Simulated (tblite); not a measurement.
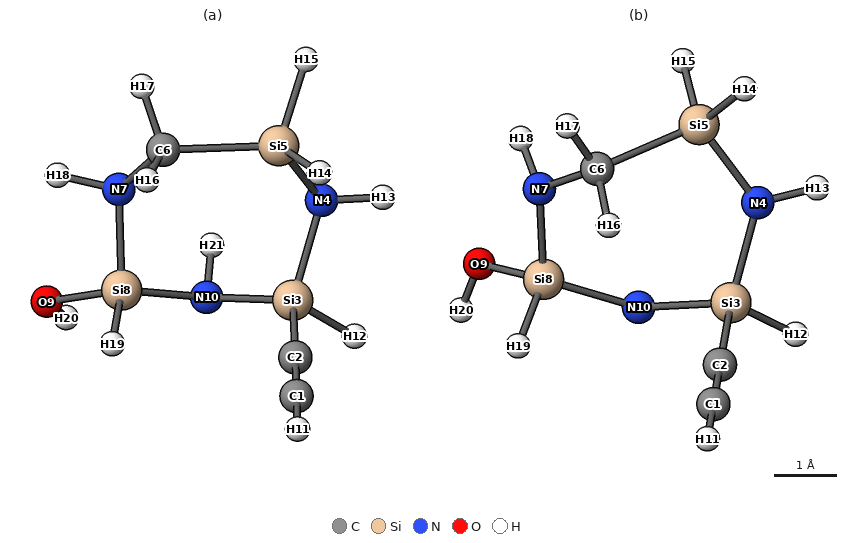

The structure of C$_{3}$H$_{11}$N$_{3}$OSi$_{3}$ before (left) and after (right) a relaxation, at one scale.

Style: ball-and-stick. Shown at a tilt.

Theory: GFN2-xTB geometry optimisation, gas phase in tblite 0.8.0. 

Q: What changed between the two?

A: The atom that moves furthest after the best rigid fit is H14 (1.39 Å). By element the largest moves are H 1.39 Å, O 0.67 Å, N 0.50 Å, C 0.46 Å, Si 0.38 Å. Among the contacts that change: Si3–Si5 2.851 → 3.153 Å, Si8–N10 1.652 → 1.741 Å, Si3–N4 1.691 → 1.744 Å, Si3–N10 1.676 → 1.724 Å. Bond angles that change, for instance: Si3–N4–Si5 114.1° → 130.5°, N7–Si8–N10 102.8° → 116.9°, C2–Si3–N10 120.3° → 107.3°. Groups turn about Si8–O9 by about 70°, Si5–C6 by about 65°. The energy falls by 115.6 kJ/mol in 175 geometry steps. The run took 3.8 s on 1 thread of Arm Neoverse N1 (shared host).
